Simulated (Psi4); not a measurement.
Geometry relaxation of CuPClF3 (part 3 of 4)

Continued. System: CuPClF3. Method: PBE0/def2-TZVP, RKS, dispersion D4 (Psi4 1.11). The run did not end well. The run did not end well; see the last part.

Geometry of the input (Å):
```
F  0.6383  -0.5043  1.7964
P  0.3547  -0.5890  0.0992
F  -0.0357  -2.0748  -0.4781
F  1.7435  -0.4488  -0.3480
Cu -0.8943  1.1258  -0.3179
Cl -2.0902  2.7442  -0.8553
```

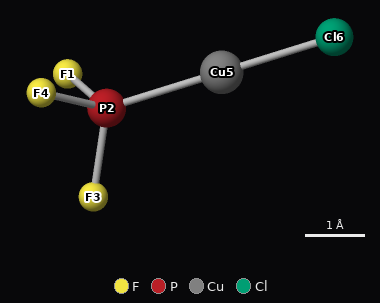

*The geometry at step 28 of the log (ball-and-stick view, seen at a tilt; atoms are numbered from 1 in the order of the input).*

## Trajectory as extended XYZ, continued
```
6
Properties=species:S:1:pos:R:3:forces:R:3 step=7 energy=-74590.79441
F     0.6310   -0.7534    1.6630    0.0012  -0.0088   0.0368
P     0.3684   -0.4960    0.1621    0.0407   0.0057  -0.0151
F    -0.0518   -1.9172   -0.2775    0.0076   0.0193  -0.0033
F     1.8252   -0.4791   -0.3584   -0.0447  -0.0085  -0.0027
Cu   -0.8967    1.1290   -0.3578   -0.0001   0.0023  -0.0123
Cl   -2.1298    2.7222   -0.8699   -0.0020   0.0010   0.0018
6
Properties=species:S:1:pos:R:3:forces:R:3 step=8 energy=-74590.79442
F     0.6323   -0.7567    1.6652    0.0099   0.0064   0.0035
P     0.3689   -0.4950    0.1645    0.0263  -0.0010  -0.0056
F    -0.0531   -1.9144   -0.2785   -0.0108  -0.0157  -0.0107
F     1.8239   -0.4801   -0.3594   -0.0383   0.0025   0.0155
Cu   -0.8956    1.1298   -0.3583   -0.0004   0.0042  -0.0003
Cl   -2.1314    2.7207   -0.8713   -0.0012   0.0005  -0.0002
6
Properties=species:S:1:pos:R:3:forces:R:3 step=9 energy=-74590.79367
F     0.6344   -0.7578    1.6661   -0.0043  -0.0079  -0.0057
P     0.3684   -0.4952    0.1658    0.0052  -0.0016  -0.0050
F    -0.0536   -1.9140   -0.2798   -0.0136  -0.0124   0.0062
F     1.8222   -0.4794   -0.3590    0.0180   0.0049  -0.0016
Cu   -0.8954    1.1301   -0.3583   -0.0026   0.0013   0.0056
Cl   -2.1314    2.7204   -0.8725   -0.0003   0.0007  -0.0010
6
Properties=species:S:1:pos:R:3:forces:R:3 step=10 energy=-74590.79381
F     0.6337   -0.7579    1.6653   -0.0099   0.0056  -0.0004
P     0.3689   -0.4953    0.1649    0.0081  -0.0034  -0.0014
F    -0.0543   -1.9144   -0.2790    0.0024  -0.0046   0.0027
F     1.8235   -0.4792   -0.3589    0.0027   0.0010  -0.0007
Cu   -0.8954    1.1302   -0.3579   -0.0008   0.0011   0.0010
Cl   -2.1316    2.7204   -0.8724    0.0000  -0.0002   0.0003
6
Properties=species:S:1:pos:R:3:forces:R:3 step=11 energy=-74590.79450
F     0.6322   -0.7561    1.6650    0.0032   0.0005   0.0024
P     0.3687   -0.4955    0.1640    0.0134   0.0007   0.0016
F    -0.0532   -1.9152   -0.2789    0.0014  -0.0028  -0.0069
F     1.8237   -0.4802   -0.3590   -0.0267   0.0014   0.0116
Cu   -0.8953    1.1302   -0.3580   -0.0013  -0.0001  -0.0027
Cl   -2.1317    2.7205   -0.8714   -0.0005   0.0009   0.0005
6
Properties=species:S:1:pos:R:3:forces:R:3 step=12 energy=-74590.79398
F     0.6349   -0.7577    1.6666   -0.0049  -0.0024  -0.0167
P     0.3685   -0.4958    0.1658   -0.0299  -0.0060   0.0128
F    -0.0528   -1.9154   -0.2796    0.0021   0.0079   0.0068
F     1.8214   -0.4784   -0.3590    0.0354   0.0130  -0.0133
Cu   -0.8960    1.1298   -0.3586   -0.0003  -0.0031   0.0077
Cl   -2.1306    2.7216   -0.8723    0.0009  -0.0011  -0.0007
6
Properties=species:S:1:pos:R:3:forces:R:3 step=13 energy=-74590.79377
F     0.6350   -0.7590    1.6663   -0.0059   0.0100  -0.0044
P     0.3685   -0.4953    0.1664   -0.0140  -0.0022  -0.0064
F    -0.0533   -1.9144   -0.2792   -0.0079  -0.0096   0.0055
F     1.8216   -0.4777   -0.3596    0.0288   0.0002  -0.0006
Cu   -0.8960    1.1296   -0.3583   -0.0012   0.0010   0.0083
Cl   -2.1304    2.7212   -0.8731    0.0001  -0.0007  -0.0010
6
Properties=species:S:1:pos:R:3:forces:R:3 step=14 energy=-74590.79433
F     0.6321   -0.7580    1.6645    0.0104  -0.0004   0.0324
P     0.3688   -0.4950    0.1647    0.0325   0.0073  -0.0307
F    -0.0543   -1.9145   -0.2771    0.0130   0.0078  -0.0150
F     1.8243   -0.4773   -0.3599   -0.0455  -0.0087   0.0143
Cu   -0.8958    1.1293   -0.3582   -0.0015   0.0070  -0.0011
Cl   -2.1305    2.7208   -0.8717   -0.0019   0.0008  -0.0002
6
Properties=species:S:1:pos:R:3:forces:R:3 step=15 energy=-74590.79451
F     0.6317   -0.7547    1.6653   -0.0117  -0.0032  -0.0545
P     0.3694   -0.4967    0.1627   -0.0426  -0.0122   0.0445
F    -0.0516   -1.9181   -0.2781    0.0082   0.0352   0.0203
F     1.8237   -0.4797   -0.3586    0.0386  -0.0042  -0.0130
Cu   -0.8963    1.1300   -0.3584    0.0050  -0.0092  -0.0047
Cl   -2.1311    2.7225   -0.8703    0.0022  -0.0030   0.0023
6
Properties=species:S:1:pos:R:3:forces:R:3 step=16 energy=-74590.79164
F     0.6482   -0.7731    1.6704   -0.0125  -0.0079   0.0857
P     0.3629   -0.4916    0.1801    0.0946   0.0509  -0.1760
F    -0.0576   -1.9018   -0.2859   -0.0648  -0.1168   0.0281
F     1.8102   -0.4683   -0.3652    0.0280   0.0269   0.0312
Cu   -0.8952    1.1281   -0.3558   -0.0334   0.0361   0.0519
Cl   -2.1255    2.7164   -0.8854   -0.0097   0.0128  -0.0135
6
Properties=species:S:1:pos:R:3:forces:R:3 step=17 energy=-74590.79448
F     0.6353   -0.7598    1.6663   -0.0031  -0.0018  -0.0083
P     0.3681   -0.4957    0.1663   -0.0172   0.0020   0.0030
F    -0.0535   -1.9148   -0.2796    0.0059   0.0199   0.0131
F     1.8208   -0.4766   -0.3606    0.0199  -0.0094  -0.0067
Cu   -0.8958    1.1301   -0.3570   -0.0032  -0.0017   0.0054
Cl   -2.1301    2.7208   -0.8747    0.0001   0.0003  -0.0001
6
Properties=species:S:1:pos:R:3:forces:R:3 step=18 energy=-74590.78158
F     0.6367   -0.7399    1.6500   -0.0658  -0.0268   0.4394
P     0.3894   -0.4806    0.1556    0.0605  -0.2089  -0.2654
F    -0.0622   -1.8916   -0.2916   -0.0889   0.0074   0.0112
F     1.8572   -0.5412   -0.3287   -0.0181   0.2127  -0.1435
Cu   -0.9004    1.1327   -0.3599    0.1038   0.0503  -0.0439
Cl   -2.1565    2.7144   -0.8619    0.0079  -0.0391   0.0169
6
Properties=species:S:1:pos:R:3:forces:R:3 step=19 energy=-74590.79286
F     0.6321   -0.7507    1.6622   -0.0112  -0.0063   0.0764
P     0.3762   -0.4907    0.1614    0.0053  -0.0510  -0.0388
F    -0.0588   -1.9065   -0.2829   -0.0124  -0.0060   0.0058
F     1.8354   -0.4992   -0.3499   -0.0122   0.0573  -0.0366
Cu   -0.8957    1.1311   -0.3598    0.0336   0.0165  -0.0114
Cl   -2.1408    2.7174   -0.8671    0.0016  -0.0109   0.0042
6
Properties=species:S:1:pos:R:3:forces:R:3 step=20 energy=-74590.79375
F     0.6308   -0.7559    1.6645    0.0101  -0.0020   0.0065
P     0.3694   -0.4958    0.1632   -0.0090   0.0000   0.0046
F    -0.0541   -1.9161   -0.2773    0.0035   0.0001  -0.0098
F     1.8247   -0.4801   -0.3584   -0.0049  -0.0006   0.0011
Cu   -0.8947    1.1305   -0.3588    0.0004  -0.0032  -0.0037
Cl   -2.1326    2.7206   -0.8700    0.0008  -0.0003   0.0010
6
Properties=species:S:1:pos:R:3:forces:R:3 step=21 energy=-74590.79424
F     0.6331   -0.7574    1.6650   -0.0073   0.0056   0.0071
P     0.3689   -0.4955    0.1646   -0.0003  -0.0043  -0.0040
F    -0.0541   -1.9153   -0.2781    0.0018   0.0168   0.0109
F     1.8236   -0.4792   -0.3585    0.0061  -0.0041  -0.0052
Cu   -0.8953    1.1302   -0.3586   -0.0006  -0.0009   0.0014
Cl   -2.1318    2.7208   -0.8714    0.0007  -0.0006   0.0002
6
Properties=species:S:1:pos:R:3:forces:R:3 step=22 energy=-74590.61042
F     0.5557   -0.6491    1.5535   -0.0156   0.1884   1.5954
P     0.4143   -0.4883    0.0502    0.9184  -0.5669  -0.1736
F    -0.0743   -1.9382   -0.2201    0.2384   0.2517  -0.6055
F     1.9627   -0.5880   -0.2573   -1.3047   0.0896  -0.4310
Cu   -0.9022    1.1318   -0.3694    0.1627   0.0901  -0.4602
Cl   -2.1821    2.7243   -0.7766    0.0041  -0.0552   0.0831
6
Properties=species:S:1:pos:R:3:forces:R:3 step=23 energy=-74590.79163
F     0.6161   -0.7391    1.6588    0.0416   0.0028  -0.0186
P     0.3798   -0.4929    0.1498   -0.0334   0.0036   0.1144
F    -0.0590   -1.9130   -0.2747    0.0370  -0.0109  -0.0500
F     1.8435   -0.4988   -0.3518   -0.0863  -0.0080   0.0027
Cu   -0.8947    1.1302   -0.3599    0.0423   0.0121  -0.0569
Cl   -2.1414    2.7179   -0.8581   -0.0031  -0.0063   0.0100
6
Properties=species:S:1:pos:R:3:forces:R:3 step=24 energy=-74590.79298
F     0.6444   -0.7697    1.6688   -0.0219   0.0038   0.0359
P     0.3615   -0.4975    0.1745    0.0262  -0.0055  -0.0784
F    -0.0523   -1.9171   -0.2783   -0.0093   0.0101   0.0230
F     1.8101   -0.4649   -0.3632    0.0348  -0.0051  -0.0107
Cu   -0.8947    1.1305   -0.3582   -0.0339  -0.0097   0.0400
Cl   -2.1260    2.7218   -0.8804    0.0036   0.0042  -0.0068
6
Properties=species:S:1:pos:R:3:forces:R:3 step=25 energy=-74590.79321
F     0.6418   -0.7651    1.6640   -0.0240   0.0064   0.0959
P     0.3632   -0.4974    0.1693    0.0696  -0.0290  -0.0889
F    -0.0512   -1.9195   -0.2762   -0.0027   0.0313   0.0008
F     1.8165   -0.4692   -0.3600   -0.0156  -0.0012  -0.0208
Cu   -0.8966    1.1303   -0.3570   -0.0205  -0.0098   0.0147
Cl   -2.1266    2.7233   -0.8781    0.0037   0.0003  -0.0009
6
Properties=species:S:1:pos:R:3:forces:R:3 step=26 energy=-74590.79192
F     0.6190   -0.7439    1.6661    0.0601  -0.0101  -0.1245
P     0.3823   -0.4896    0.1566   -0.1217   0.0582   0.1199
F    -0.0648   -1.9023   -0.2802    0.0476  -0.0525  -0.0230
F     1.8403   -0.4959   -0.3573   -0.0303  -0.0299   0.0462
Cu   -0.8948    1.1279   -0.3596    0.0499   0.0343  -0.0285
Cl   -2.1401    2.7144   -0.8626   -0.0115  -0.0017   0.0026
6
Properties=species:S:1:pos:R:3:forces:R:3 step=27 energy=-74590.79396
F     0.6347   -0.7488    1.6659   -0.0080   0.0146  -0.0135
P     0.3669   -0.4971    0.1639   -0.0122  -0.0296   0.0138
F    -0.0398   -1.9237   -0.2724   -0.0113  -0.0012  -0.0010
F     1.8210   -0.4706   -0.3579    0.0238   0.0232  -0.0206
Cu   -0.9061    1.1206   -0.3647    0.0150   0.0105   0.0121
Cl   -2.1177    2.7347   -0.8638   -0.0043  -0.0089  -0.0033
6
Properties=species:S:1:pos:R:3:forces:R:3 step=28 energy=-74590.78953
F     0.6505   -0.7760    1.6794   -0.0120  -0.0175  -0.0670
P     0.3631   -0.4929    0.1867   -0.0604   0.0537  -0.1384
F    -0.0604   -1.9012   -0.2883   -0.0251  -0.0671   0.0966
F     1.8033   -0.4635   -0.3687    0.1427  -0.0015   0.0444
Cu   -0.8926    1.1285   -0.3597   -0.0375   0.0211   0.0919
Cl   -2.1264    2.7154   -0.8858   -0.0059   0.0126  -0.0206
6
Properties=species:S:1:pos:R:3:forces:R:3 step=29 energy=-74590.79340
F     0.6392   -0.7655    1.6689    0.0033   0.0000  -0.0079
P     0.3670   -0.4946    0.1715   -0.0007   0.0114  -0.0474
F    -0.0581   -1.9106   -0.2801    0.0077  -0.0154   0.0152
F     1.8178   -0.4733   -0.3623    0.0178  -0.0091   0.0141
Cu   -0.8936    1.1307   -0.3579   -0.0143   0.0044   0.0269
Cl   -2.1311    2.7178   -0.8779   -0.0005   0.0038  -0.0052
6
Properties=species:S:1:pos:R:3:forces:R:3 step=30 energy=-74590.79334
F     0.6282   -0.7473    1.6647   -0.0080   0.0020  -0.0751
P     0.3715   -0.4961    0.1588   -0.0717  -0.0065   0.1115
F    -0.0484   -1.9175   -0.2802   -0.0296  -0.0136   0.0097
F     1.8259   -0.4891   -0.3578    0.0930   0.0268  -0.0273
Cu   -0.8967    1.1306   -0.3568    0.0144  -0.0088  -0.0238
Cl   -2.1332    2.7218   -0.8685    0.0013  -0.0037   0.0060
6
Properties=species:S:1:pos:R:3:forces:R:3 step=31 energy=-74590.79363
F     0.6313   -0.7543    1.6670    0.0074  -0.0043  -0.0402
P     0.3697   -0.4953    0.1645   -0.0377   0.0195   0.0252
F    -0.0536   -1.9145   -0.2782    0.0109  -0.0175   0.0078
F     1.8231   -0.4790   -0.3603    0.0299  -0.0067   0.0050
Cu   -0.8957    1.1288   -0.3593    0.0020   0.0036   0.0025
Cl   -2.1308    2.7209   -0.8702   -0.0022   0.0009  -0.0013
6
Properties=species:S:1:pos:R:3:forces:R:3 step=32 energy=-74590.79417
F     0.6323   -0.7535    1.6655   -0.0108   0.0043  -0.0061
P     0.3674   -0.4969    0.1639   -0.0001  -0.0039   0.0075
F    -0.0488   -1.9195   -0.2757   -0.0093   0.0161   0.0133
F     1.8218   -0.4767   -0.3592    0.0208   0.0003  -0.0063
Cu   -0.8974    1.1281   -0.3604   -0.0026  -0.0027   0.0020
Cl   -2.1281    2.7246   -0.8688    0.0003  -0.0015  -0.0006
6
Properties=species:S:1:pos:R:3:forces:R:3 step=33 energy=-74590.79433
F     0.6312   -0.7540    1.6649    0.0022   0.0058   0.0036
P     0.3695   -0.4954    0.1634    0.0044  -0.0036   0.0008
F    -0.0532   -1.9156   -0.2776   -0.0041  -0.0067  -0.0053
F     1.8249   -0.4823   -0.3582   -0.0170   0.0093   0.0138
Cu   -0.8950    1.1303   -0.3593    0.0014  -0.0008  -0.0032
Cl   -2.1329    2.7206   -0.8695    0.0006  -0.0008   0.0006
6
Properties=species:S:1:pos:R:3:forces:R:3 step=34 energy=-74590.79368
F     0.6310   -0.7543    1.6653    0.0023  -0.0011   0.0080
P     0.3685   -0.4960    0.1639    0.0065   0.0033  -0.0042
F    -0.0533   -1.9166   -0.2765   -0.0031  -0.0040  -0.0061
F     1.8237   -0.4803   -0.3580    0.0006  -0.0098   0.0012
Cu   -0.8942    1.1302   -0.3607   -0.0049  -0.0026   0.0019
Cl   -2.1327    2.7208   -0.8684    0.0009   0.0007  -0.0011
6
Properties=species:S:1:pos:R:3:forces:R:3 step=35 energy=-74590.79380
F     0.6347   -0.7543    1.6644   -0.0128   0.0000   0.0198
P     0.3710   -0.4939    0.1639    0.0022  -0.0234  -0.0049
F    -0.0556   -1.9120   -0.2808   -0.0111  -0.0042   0.0082
F     1.8269   -0.4876   -0.3548    0.0143   0.0344  -0.0315
Cu   -0.8953    1.1309   -0.3587    0.0107   0.0019  -0.0019
Cl   -2.1354    2.7191   -0.8708    0.0008  -0.0030   0.0013
6
Properties=species:S:1:pos:R:3:forces:R:3 step=36 energy=-74590.79448
F     0.6315   -0.7549    1.6650    0.0018   0.0015  -0.0208
P     0.3687   -0.4959    0.1637    0.0033   0.0048  -0.0001
F    -0.0533   -1.9164   -0.2773   -0.0020  -0.0002   0.0061
F     1.8237   -0.4798   -0.3591    0.0003  -0.0012   0.0044
Cu   -0.8949    1.1302   -0.3588   -0.0029  -0.0024  -0.0031
Cl   -2.1319    2.7206   -0.8704    0.0003   0.0008   0.0004
6
Properties=species:S:1:pos:R:3:forces:R:3 step=37 energy=-74590.79395
F     0.6308   -0.7544    1.6604    0.0007   0.0010   0.1106
P     0.3680   -0.4964    0.1613    0.0532  -0.0014  -0.0533
F    -0.0540   -1.9189   -0.2733    0.0170   0.0358  -0.0224
F     1.8265   -0.4782   -0.3562   -0.0635  -0.0194  -0.0146
Cu   -0.8952    1.1300   -0.3594   -0.0038  -0.0034  -0.0132
Cl   -2.1316    2.7216   -0.8685   -0.0008   0.0022   0.0016
6
Properties=species:S:1:pos:R:3:forces:R:3 step=38 energy=-74590.79368
F     0.6319   -0.7545    1.6655    0.0008  -0.0037  -0.0041
P     0.3686   -0.4960    0.1640   -0.0042   0.0036   0.0066
F    -0.0528   -1.9164   -0.2776   -0.0047  -0.0043  -0.0012
F     1.8232   -0.4800   -0.3588    0.0132  -0.0070  -0.0013
Cu   -0.8950    1.1301   -0.3593   -0.0030  -0.0028  -0.0003
Cl   -2.1318    2.7210   -0.8700    0.0005   0.0004  -0.0001
6
Properties=species:S:1:pos:R:3:forces:R:3 step=39 energy=-74590.79367
F     0.6319   -0.7545    1.6654    0.0011  -0.0060  -0.0037
P     0.3686   -0.4960    0.1640   -0.0031   0.0030   0.0058
F    -0.0528   -1.9164   -0.2776   -0.0050  -0.0034  -0.0005
F     1.8233   -0.4801   -0.3587    0.0120  -0.0061  -0.0014
Cu   -0.8950    1.1301   -0.3593   -0.0028  -0.0027  -0.0004
Cl   -2.1319    2.7210   -0.8700    0.0006   0.0003  -0.0001
6
Properties=species:S:1:pos:R:3:forces:R:3 step=40 energy=-74590.79457
F     0.6317   -0.7546    1.6659    0.0010  -0.0057  -0.0118
P     0.3687   -0.4959    0.1642    0.0054   0.0033   0.0078
F    -0.0531   -1.9160   -0.2779    0.0096   0.0189   0.0048
F     1.8235   -0.4803   -0.3591   -0.0149  -0.0085   0.0017
Cu   -0.8949    1.1301   -0.3594   -0.0025  -0.0021   0.0005
Cl   -2.1321    2.7208   -0.8700    0.0006   0.0002  -0.0003
6
Properties=species:S:1:pos:R:3:forces:R:3 step=41 energy=-74590.79392
F     0.6315   -0.7533    1.6658   -0.0007  -0.0182   0.0074
P     0.3703   -0.4961    0.1639   -0.1852  -0.0009   0.0327
F    -0.0530   -1.9167   -0.2783    0.0157   0.0409   0.0198
F     1.8206   -0.4811   -0.3572    0.1759   0.0001  -0.0627
Cu   -0.8942    1.1302   -0.3603   -0.0026  -0.0050   0.0030
Cl   -2.1330    2.7209   -0.8688    0.0041  -0.0033   0.0002
6
Properties=species:S:1:pos:R:3:forces:R:3 step=42 energy=-74590.79384
F     0.6316   -0.7563    1.6649    0.0123   0.0054   0.0432
P     0.3704   -0.4960    0.1642   -0.1991   0.0366   0.0489
F    -0.0505   -1.9158   -0.2759   -0.0240  -0.0389  -0.0282
F     1.8195   -0.4818   -0.3577    0.1962   0.0110  -0.0667
Cu   -0.8947    1.1305   -0.3605   -0.0004  -0.0056   0.0056
Cl   -2.1331    2.7217   -0.8694    0.0067  -0.0072   0.0010
6
Properties=species:S:1:pos:R:3:forces:R:3 step=43 energy=-74590.79386
F     0.6316   -0.7563    1.6649    0.0123   0.0055   0.0421
P     0.3704   -0.4960    0.1642   -0.1958   0.0359   0.0482
F    -0.0505   -1.9158   -0.2759   -0.0237  -0.0384  -0.0278
F     1.8195   -0.4818   -0.3577    0.1924   0.0110  -0.0649
Cu   -0.8947    1.1305   -0.3604   -0.0004  -0.0056   0.0056
Cl   -2.1331    2.7217   -0.8694    0.0066  -0.0072   0.0010
6
Properties=species:S:1:pos:R:3:forces:R:3 step=44 energy=-74590.79388
F     0.6316   -0.7563    1.6650    0.0122   0.0056   0.0411
P     0.3704   -0.4960    0.1642   -0.1930   0.0352   0.0475
F    -0.0505   -1.9158   -0.2759   -0.0233  -0.0379  -0.0274
F     1.8196   -0.4818   -0.3577    0.1891   0.0109  -0.0634
Cu   -0.8947    1.1305   -0.3604   -0.0004  -0.0056   0.0056
Cl   -2.1331    2.7217   -0.8694    0.0066  -0.0072   0.0010
6
Properties=species:S:1:pos:R:3:forces:R:3 step=45 energy=-74590.79390
F     0.6316   -0.7563    1.6650    0.0121   0.0056   0.0401
P     0.3704   -0.4960    0.1642   -0.1902   0.0346   0.0469
F    -0.0506   -1.9158   -0.2759   -0.0229  -0.0374  -0.0271
F     1.8197   -0.4818   -0.3577    0.1859   0.0108  -0.0620
Cu   -0.8947    1.1305   -0.3604   -0.0004  -0.0056   0.0056
Cl   -2.1331    2.7217   -0.8694    0.0066  -0.0071   0.0010
6
Properties=species:S:1:pos:R:3:forces:R:3 step=46 energy=-74590.79392
F     0.6316   -0.7562    1.6650    0.0119   0.0057   0.0390
P     0.3703   -0.4960    0.1642   -0.1869   0.0339   0.0461
F    -0.0506   -1.9159   -0.2760   -0.0225  -0.0368  -0.0266
F     1.8197   -0.4817   -0.3578    0.1821   0.0107  -0.0604
Cu   -0.8947    1.1305   -0.3604   -0.0003  -0.0055   0.0055
Cl   -2.1331    2.7217   -0.8694    0.0065  -0.0071   0.0010
6
Properties=species:S:1:pos:R:3:forces:R:3 step=47 energy=-74590.79394
F     0.6317   -0.7562    1.6650    0.0118   0.0057   0.0379
P     0.3703   -0.4960    0.1643   -0.1834   0.0332   0.0453
F    -0.0506   -1.9159   -0.2760   -0.0220  -0.0360  -0.0261
F     1.8198   -0.4817   -0.3578    0.1782   0.0106  -0.0587
Cu   -0.8947    1.1305   -0.3604   -0.0003  -0.0055   0.0055
Cl   -2.1331    2.7217   -0.8695    0.0065  -0.0070   0.0010
6
Properties=species:S:1:pos:R:3:forces:R:3 step=48 energy=-74590.79396
F     0.6317   -0.7562    1.6651    0.0117   0.0057   0.0370
P     0.3703   -0.4960    0.1643   -0.1808   0.0326   0.0447
F    -0.0507   -1.9159   -0.2760   -0.0216  -0.0355  -0.0258
F     1.8199   -0.4817   -0.3578    0.1752   0.0105  -0.0575
Cu   -0.8947    1.1305   -0.3604   -0.0003  -0.0055   0.0055
Cl   -2.1330    2.7217   -0.8695    0.0065  -0.0070   0.0010
6
Properties=species:S:1:pos:R:3:forces:R:3 step=49 energy=-74588.79399
F     0.2610   -0.2936    1.4975    1.6684  -1.4610   3.9873
P     0.4676   -0.4460    0.0314    0.2912   7.8315  -2.3386
F    -0.1574   -1.6741   -0.3009   -1.3941  -7.8729  -1.0740
F     1.9255   -0.4267   -0.4284    0.8220  -1.2973   0.9101
Cu   -0.9191    0.9352   -0.3352   -0.3482   1.6314  -1.3739
Cl   -1.9734    2.6164   -0.6542   -1.0544   1.1474  -0.1217
```
